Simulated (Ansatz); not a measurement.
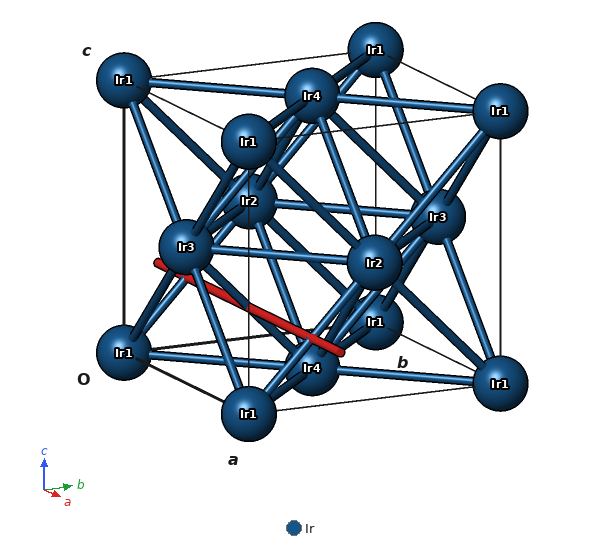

For Ir, the geometry relaxed with DFT, r2SCAN, plane waves (500 eV) with PAW, scalar-relativistic in Ansatz: the coloured rod is the axis of a symmetry operation of the crystal. All values are computed from the atomic coordinates in the standard setting (tolerance 0.002 Å).

a = 3.845 Å, b = 3.845 Å, c = 3.845 Å, α = 90.00°, β = 90.00°, γ = 90.00°.

```json
{"atom": "Ir1", "x": "0.0000", "y": "0.0000", "z": "0.0000"}
{"atom": "Ir2", "x": "0.0000", "y": "0.5000", "z": "0.5000"}
{"atom": "Ir3", "x": "0.5000", "y": "0.0000", "z": "0.5000"}
{"atom": "Ir4", "x": "0.5000", "y": "0.5000", "z": "0.0000"}
```

Take the operation x, y, z → x+1/2, −z+1/2, y.

Q: What kind of operation is it, and where does it lie?

A: It is a 4₂ screw rotation with translation (1/2, 0, 0), about the line along [1 0 0] through (1/2, 1/4, 1/4).

Q: Onto which atom does it carry each atom (up to whole multiples of a, b and c)?

A: Ir1 → Ir4, Ir2 → Ir3, Ir3 → Ir1, Ir4 → Ir2.
